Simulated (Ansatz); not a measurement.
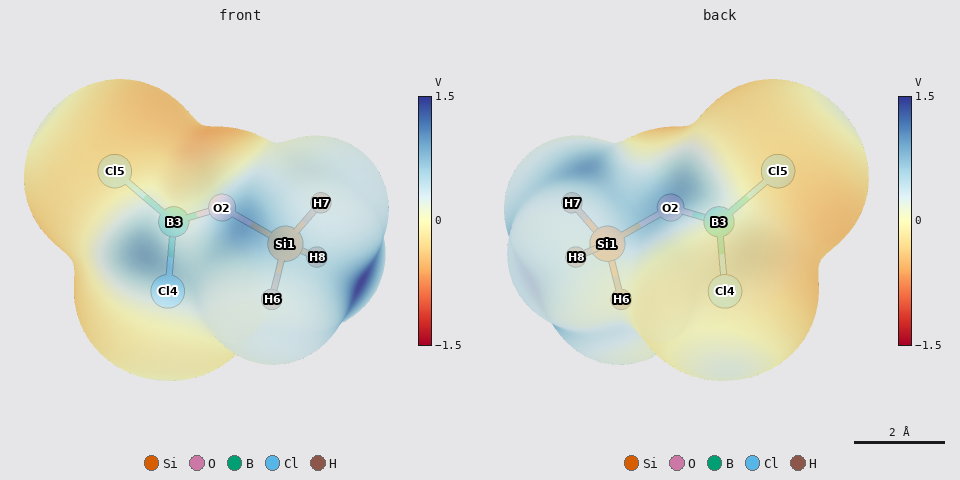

BCl₂H₃OSi (SMILES [SiH3]OB(Cl)Cl). The electrostatic potential painted on the density surface at 0.001 e/bohr³, seen from the front and from behind; red is negative and blue positive.

Geometry: PBE0-D4/def2-TZVP.

These are results of RKS PBE0-D4/def2-TZVPP (Ansatz), not measurements.

```tsv
atom	x (Å)	y (Å)	z (Å)
Si	-0.1327	-0.3523	1.2037
O	0.6232	0.3865	-0.0870
B	0.3270	0.4784	-1.3826
Cl	-1.1257	-0.2751	-2.0424
Cl	1.3859	1.3578	-2.4633
H	-1.4809	0.2337	1.3857
H	0.7216	-0.0772	2.3787
H	-0.2260	-1.8089	0.9513
```

Which sites attract a positive test charge, and which a negative one?

Answer. A positive charge is drawn to the negative regions and a negative charge to the positive ones. The most negative region (about −0.6 V) lies over O2, the most positive (about +1.3 V) over Si1. Cl5 shows a σ-hole: about +0.2 V at the tip opposite its bond, against about −0.4 V on its flanks.
